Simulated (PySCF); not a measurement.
**Geometry relaxation of Si4NH9**

- system: Si4NH9, SMILES N1[SiH2][SiH2][SiH2][SiH2]1
- method: PBE0-D3(BJ)/def2-SVP geometry optimisation, gas phase (PySCF 2.14.0)

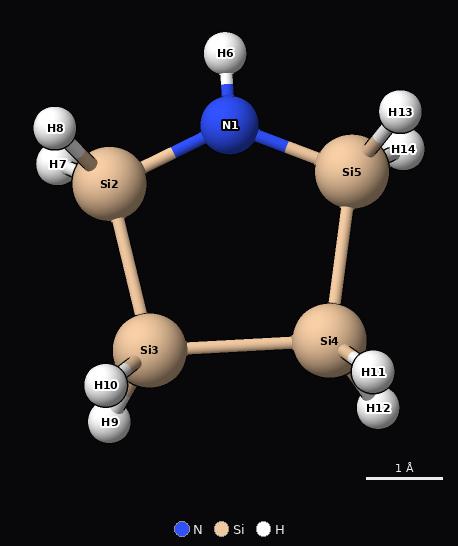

Figure 1. The input geometry (ball-and-stick view, seen at a tilt; atoms are numbered from 1 in the order of the input). Bond lengths as drawn: H–N 0.97 Å, H–Si 1.45 to 1.49 Å, N–Si 1.74 to 1.77 Å and Si–Si 2.30 to 2.38 Å.

## Input
```
{"job": {"xc": "PBE0", "basis": "def2-SVP", "d3": "d3bj", "grid": 1, "shake": 0.01, "kind": "geom"}, "charge": 0, "multiplicity": 1}
N      0.483980    -1.465960     0.197040
Si    -1.277200    -1.290170     0.117110
Si    -1.562750     0.988730    -0.187780
Si     0.709510     1.704230    -0.203800
Si     1.780350    -0.311410     0.090270
H      0.766580    -2.387140     0.319130
H     -1.799410    -1.872270     1.358610
H     -1.718830    -2.156770    -0.974250
H     -2.369960     1.604210     0.896790
H     -2.298900     1.305130    -1.393370
H      1.074640     2.385020    -1.428350
H      1.020770     2.683060     0.851090
H      2.634890    -0.751840    -0.996460
H      2.549170    -0.449900     1.346210
```

The first line tells a small driver script what to run in PySCF; the rest is the geometry in Å.

Hardware: 1 CPU thread, shared host.

Launch command:
```bash
OMP_NUM_THREADS=1 python <driver script> task.json out
```

## Log
```
step   0  E = -1217.21760062  max force = 0.046372
step   1  E = -1217.22947468  max force = 0.013487
step   2  E = -1217.23012764  max force = 0.003052
step   3  E = -1217.23016241  max force = 0.000370
step   4  E = -1217.23016720  max force = 0.000303
optimisation converged
```

## Trajectory as extended XYZ (Å, eV, eV/Å), 5 frames, from step=0 to step=4
```
14
Properties=species:S:1:pos:R:3:forces:R:3 step=0 energy=-33122.17800
N     0.4840   -1.4660    0.1970   -1.4942   2.3846  -0.3722
Si   -1.2772   -1.2902    0.1171    1.5228  -0.2670   0.1507
Si   -1.5628    0.9887   -0.1878    0.3864   0.2210   0.6224
Si    0.7095    1.7042   -0.2038   -0.6334  -0.0119   0.3568
Si    1.7804   -0.3114    0.0903   -0.5052  -0.8278   0.5732
H     0.7666   -2.3871    0.3191    0.7653  -2.3143   0.3158
H    -1.7994   -1.8723    1.3586   -0.5445  -0.0366   0.4890
H    -1.7188   -2.1568   -0.9742   -0.5486  -0.2387  -0.5775
H    -2.3700    1.6042    0.8968    0.0342   0.0654   0.2957
H    -2.2989    1.3051   -1.3934   -0.3149   0.1540  -0.9345
H     1.0746    2.3850   -1.4284    0.1708   0.2943  -0.9401
H     1.0208    2.6831    0.8511   -0.0059   0.1872   0.4829
H     2.6349   -0.7518   -0.9965    0.7484   0.0682  -0.7395
H     2.5492   -0.4499    1.3462    0.4188   0.3217   0.2774
14
Properties=species:S:1:pos:R:3:forces:R:3 step=1 energy=-33122.50111
N     0.3108   -1.7563    0.4167    0.2190  -0.6935   0.1162
Si   -1.4247   -1.5588    0.3366   -0.2969   0.0868  -0.0279
Si   -1.7427    0.7568    0.0517    0.0495   0.0808  -0.1227
Si    0.5045    1.4733   -0.0146   -0.0729   0.0439  -0.0532
Si    1.6072   -0.5897    0.2882    0.2208   0.2379  -0.1215
H     0.6173   -2.7330    0.5486   -0.1315   0.5202  -0.0673
H    -2.1302   -2.0386    1.5757    0.1522  -0.0087  -0.0296
H    -2.0484   -2.3282   -0.7971    0.1405   0.0226   0.0495
H    -2.4824    1.3680    1.2006   -0.0034  -0.0193  -0.0204
H    -2.4639    1.0740   -1.2280    0.0351  -0.0374   0.1114
H     0.8511    2.1266   -1.3229   -0.0145  -0.0648   0.1099
H     0.8004    2.4262    1.1030    0.0241  -0.0223  -0.0366
H     2.5467   -0.8851   -0.8565   -0.1861  -0.0397   0.1020
H     2.4887   -0.5308    1.5059   -0.1359  -0.1064  -0.0097
14
Properties=species:S:1:pos:R:3:forces:R:3 step=2 energy=-33122.51888
N     0.3123   -1.7561    0.4166    0.0292  -0.1569   0.0278
Si   -1.4226   -1.5517    0.3364   -0.0779   0.0084  -0.0024
Si   -1.7423    0.7639    0.0474    0.0302   0.0126  -0.0280
Si    0.4986    1.4804   -0.0150   -0.0271   0.0021   0.0110
Si    1.6000   -0.5813    0.2856    0.0745   0.0649  -0.0258
H     0.6206   -2.7215    0.5468   -0.0230   0.1190  -0.0116
H    -2.0951   -2.0455    1.5821    0.0201  -0.0035   0.0101
H    -2.0179   -2.3335   -0.7962    0.0117   0.0031  -0.0086
H    -2.4854    1.3715    1.1943   -0.0099  -0.0076   0.0008
H    -2.4651    1.0738   -1.2256   -0.0060  -0.0114   0.0132
H     0.8489    2.1271   -1.3179    0.0063  -0.0129   0.0052
H     0.8021    2.4315    1.0991    0.0157  -0.0002  -0.0059
H     2.5183   -0.8976   -0.8576   -0.0254   0.0016  -0.0055
H     2.4620   -0.5565    1.5119   -0.0182  -0.0190   0.0197
14
Properties=species:S:1:pos:R:3:forces:R:3 step=3 energy=-33122.51983
N     0.3131   -1.7541    0.4168   -0.0186   0.0030  -0.0020
Si   -1.4237   -1.5519    0.3372    0.0001  -0.0072   0.0011
Si   -1.7429    0.7633    0.0460    0.0190   0.0048  -0.0034
Si    0.4970    1.4824   -0.0141   -0.0174   0.0013   0.0148
Si    1.6008   -0.5770    0.2851    0.0146   0.0053   0.0036
H     0.6235   -2.7155    0.5467    0.0094  -0.0087   0.0064
H    -2.0883   -2.0486    1.5858    0.0013   0.0003   0.0021
H    -2.0142   -2.3352   -0.7966   -0.0037   0.0031  -0.0034
H    -2.4895    1.3682    1.1922   -0.0055  -0.0032   0.0000
H    -2.4682    1.0685   -1.2257   -0.0059  -0.0025  -0.0020
H     0.8501    2.1254   -1.3172    0.0040  -0.0034  -0.0069
H     0.8051    2.4341    1.0982    0.0054   0.0028  -0.0034
H     2.5133   -0.8938   -0.8613   -0.0004   0.0070  -0.0088
H     2.4583   -0.5613    1.5149   -0.0022  -0.0027   0.0020
14
Properties=species:S:1:pos:R:3:forces:R:3 step=4 energy=-33122.51996
N     0.3142   -1.7537    0.4172   -0.0115   0.0156  -0.0058
Si   -1.4228   -1.5530    0.3379    0.0099  -0.0061  -0.0004
Si   -1.7432    0.7620    0.0458    0.0066   0.0023   0.0005
Si    0.4954    1.4834   -0.0131   -0.0072   0.0037   0.0086
Si    1.6011   -0.5749    0.2852   -0.0006  -0.0059   0.0045
H     0.6264   -2.7144    0.5478    0.0072  -0.0128   0.0069
H    -2.0861   -2.0501    1.5870   -0.0008   0.0000   0.0003
H    -2.0135   -2.3357   -0.7965   -0.0031   0.0017  -0.0004
H    -2.4923    1.3654    1.1913   -0.0032  -0.0018  -0.0005
H    -2.4697    1.0647   -1.2260   -0.0020  -0.0007  -0.0013
H     0.8493    2.1240   -1.3174    0.0012  -0.0029  -0.0038
H     0.8051    2.4365    1.0975    0.0013   0.0025  -0.0030
H     2.5120   -0.8886   -0.8636    0.0010   0.0054  -0.0037
H     2.4586   -0.5611    1.5150    0.0014  -0.0009  -0.0016
```

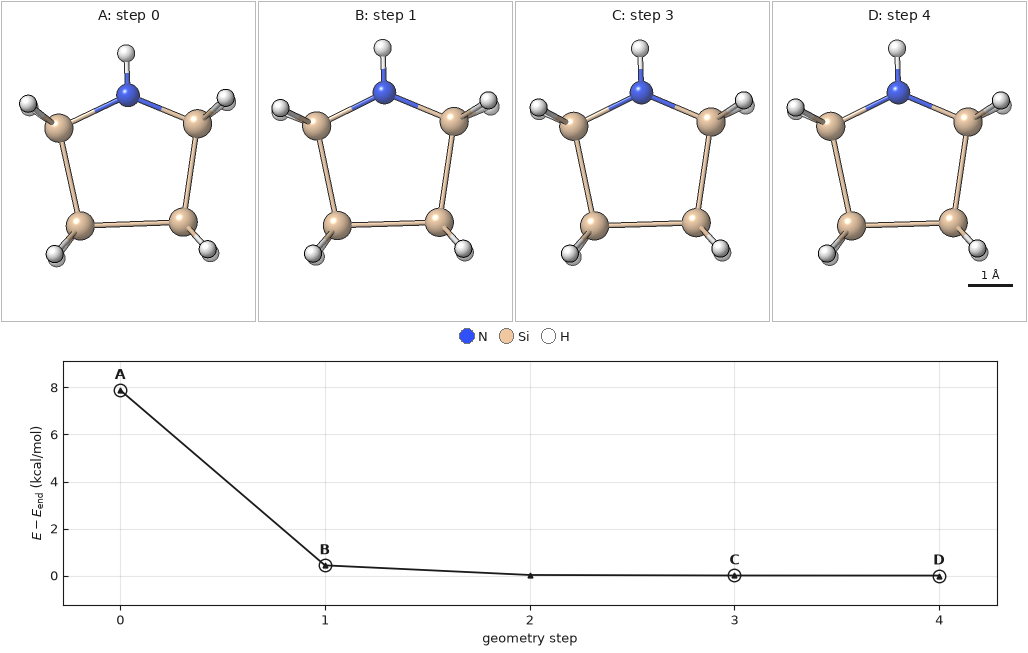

Figure 2. Frames of the relaxation (ball-and-stick view, seen at a tilt) above the curves, on which the letters mark them (steps are counted from 0).

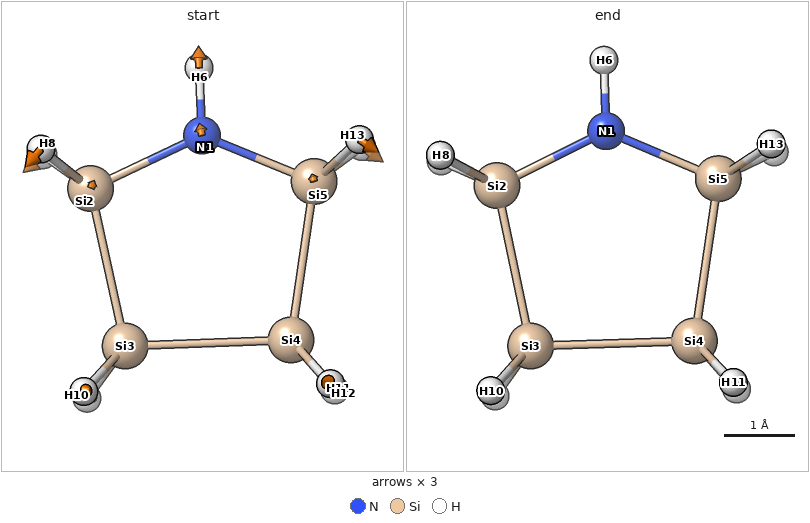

Figure 3. Before (left) and after (right) the relaxation, at one scale (ball-and-stick view, seen at a tilt). The orange arrows give the displacements, magnified 3 times. The largest moves after the best rigid fit, 0.13 Å, are those of H7 and H14. By element the largest moves are H 0.13 Å, N 0.07 Å, Si 0.05 Å. Among the contacts that change: Si4–Si5 2.301 → 2.355 Å, Si3–H10 1.448 → 1.496 Å, N1–H6 0.971 → 1.019 Å, Si2–Si3 2.317 → 2.355 Å. Among the angles that change: Si3–Si2–H7 117.2° → 111.7°, Si3–Si2–H8 116.6° → 111.4°, H9–Si3–H10 104.0° → 109.0°. Over 4 geometry steps the energy falls by 7.89 kcal/mol. Largest force component: 2.4 eV/Å at the start, 0.016 eV/Å at the end. (Atoms are counted from 1 in the order of the input.)

## Results in brief

| quantity | value |
| --- | --- |
| outcome | converged |
| total energy | −1217.230167 hartree |
| dipole moment | 0.74 D |
| point group | C2v |
| wall time | 38 s |
| peak memory | 0.52 GiB |
